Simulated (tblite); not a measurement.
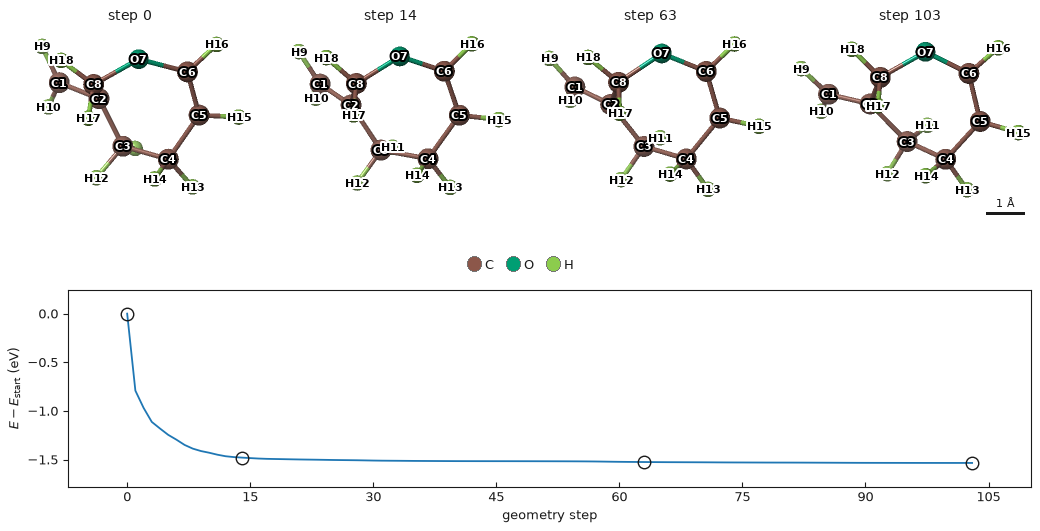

Frames of a relaxation of C₇H₁₀O (charge +1, multiplicity 2), marked on the history of the run. A ball-and-stick model, seen at a tilt.

These are results of tblite 0.8.0, GFN2-xTB geometry optimisation, gas phase, not measurements. 

**Describe the path.**

The atom that moves furthest after the best rigid fit is H9 (0.91 Å). Largest moves by element: H 0.91 Å, O 0.47 Å, C 0.47 Å. Near-neighbour distances that change, for instance: C1–C2 1.475 → 1.331 Å, C6–O7 1.412 → 1.307 Å, C4–H13 1.143 → 1.093 Å, C5–C6 1.330 → 1.367 Å. Among the angles between lasting bonds that change: C2–C8–O7 105.8° → 117.6°, O7–C8–H18 112.1° → 104.7°, O7–C6–H16 118.0° → 111.0°. After 103 geometry steps the energy has fallen by 1.534 eV. From step 0 to 14: H10 moves most (0.35 Å), energy −1.479 eV. From step 14 to 63: H9 moves most (0.34 Å), energy −0.045 eV. From step 63 to 103: H10 moves most (0.42 Å), energy −0.009 eV.

```
step  E − E(0), eV
   0        0.0000
   1       -0.7912
   2       -0.9682
   3       -1.1125
   4       -1.1803
   5       -1.2453
   6       -1.2948
   7       -1.3489
   8       -1.3870
   9       -1.4119
  10       -1.4291
  15       -1.4841
  20       -1.4968
  25       -1.5034
  30       -1.5094
  34       -1.5125
  39       -1.5148
  44       -1.5158
  49       -1.5163
  54       -1.5173
  59       -1.5214
  64       -1.5252
  69       -1.5270
  74       -1.5290
  79       -1.5301
  83       -1.5309
  88       -1.5325
  93       -1.5333
  98       -1.5338
 103       -1.5340
```
